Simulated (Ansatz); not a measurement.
# FGe₂H₃O: what the fields show

Input

```
crystal:
  periodic: [false, false, false]
  atoms:
    - { symbol: F, position_ang: [-2.3483, -0.5728, -0.3629] }
    - { symbol: Ge, position_ang: [-0.8244, 0.0781, -0.8538] }
    - { symbol: O, position_ang: [0.4149, -1.0449, -0.3037] }
    - { symbol: Ge, position_ang: [0.8678, 0.2397, 0.9097] }
    - { symbol: H, position_ang: [-0.5256, 0.4837, -2.3365] }
    - { symbol: H, position_ang: [0.3227, -0.1977, 2.3209] }
    - { symbol: H, position_ang: [2.1542, 0.9458, 0.5805] }
basis:
  gaussian: { orbitals: def2-SVP }
hamiltonian:
  xc: b3lyp
  dispersion: d4
relax:
  f_tol: 0.02
  max_steps: 50
output:
  orbitals: {}
```

Run with:

```sh
ansatz run input.yaml --threads 2 --pin off --max-ram 3072MiB --backend cpu --events-out ev --progress --plain --runs-dir out
```

The fields are those of the run's last geometry, not of the input's.

Level of theory: RKS B3LYP-D4/def2-SVP (Ansatz 0.2.0).

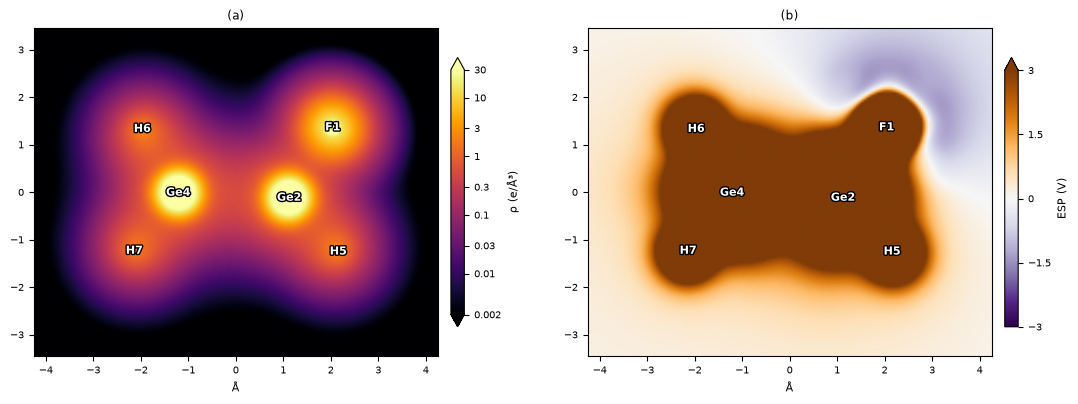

Figure 1. (a) total electron density; (b) electrostatic potential on the plane of atoms Ge2, Ge4 and H6.

Q: Read the bonding off the picture.

A: The plane passes through F, Ge and H nuclei. Ge–F (1.75 Å): the density is about 0.88 e/Å³ at the midpoint. Ge–Ge (2.34 Å): ρ is about 0.53 e/Å³ halfway. Ge–H (1.54 Å): the density is about 1.1 e/Å³ at the midpoint. Outside the dense part of the molecule the potential is most negative (−1.4 V) near F1.

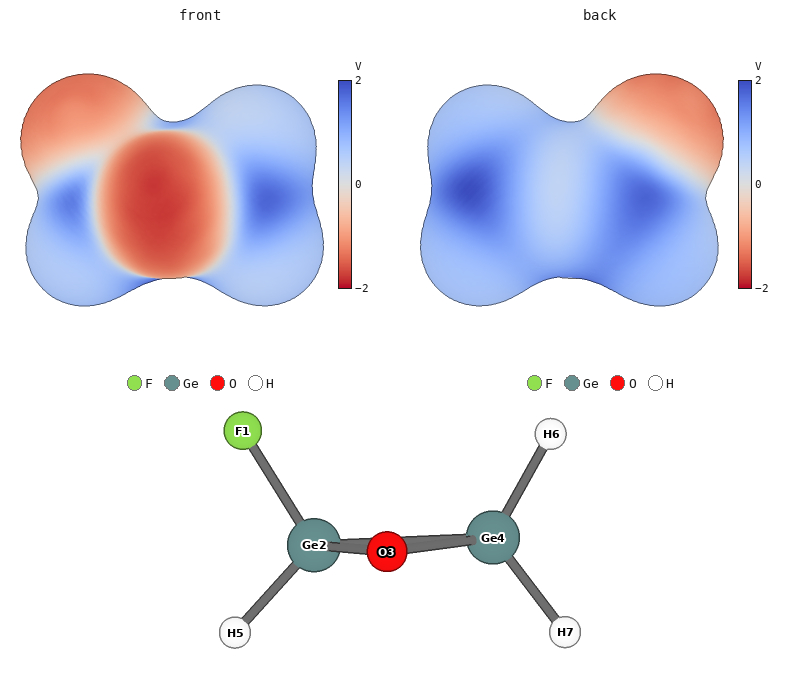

Figure 2. The electrostatic potential painted on the density surface at 0.002 e/bohr³, seen from the front and from behind; the colour scale runs from red (negative) to blue (positive). The bare structure is drawn below in the same view.

Q: Which sites attract a positive test charge, and which a negative one?

A: A positive charge is drawn to the negative regions and a negative charge to the positive ones. The most negative region (about −1.8 V) lies over O3, the most positive (about +1.9 V) over Ge4. O3 is the likeliest acceptor of a hydrogen bond.

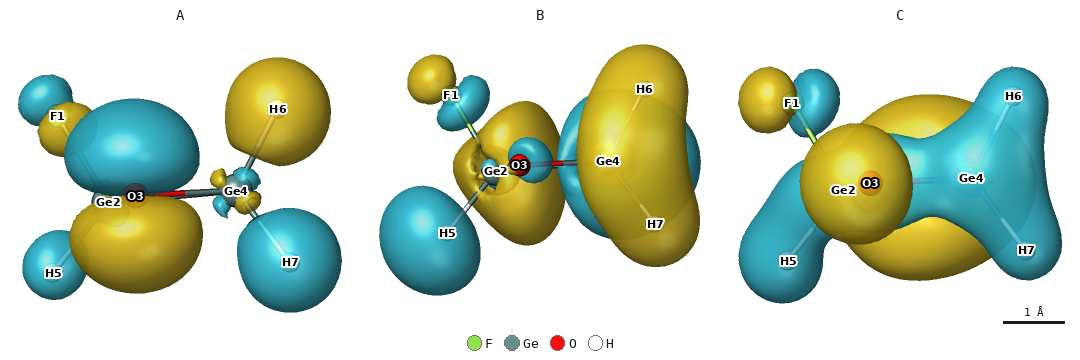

Figure 3. Three frontier orbitals at ±0.08 Å⁻³ᐟ² (yellow and cyan are the two phases), in no order.

Q: Which picture is the HOMO−1, the HOMO and the LUMO?

A: A is the HOMO−1 (−8.17 eV). It lies mainly on O3 (about 65 %), Ge4 (about 10 %) and Ge2 (about 5 %); largely a lone pair of O3. C is the HOMO (−6.94 eV). By Hirshfeld shares it lies mainly on O3 (about 30 %), Ge4 (about 30 %) and Ge2 (about 30 %). B is the LUMO (−1.96 eV). It lies mainly on Ge4 (about 40 %), Ge2 (about 30 %) and H5 (about 10 %).

Q: What is the HOMO–LUMO gap?

A: 4.98 eV between the orbital energies.
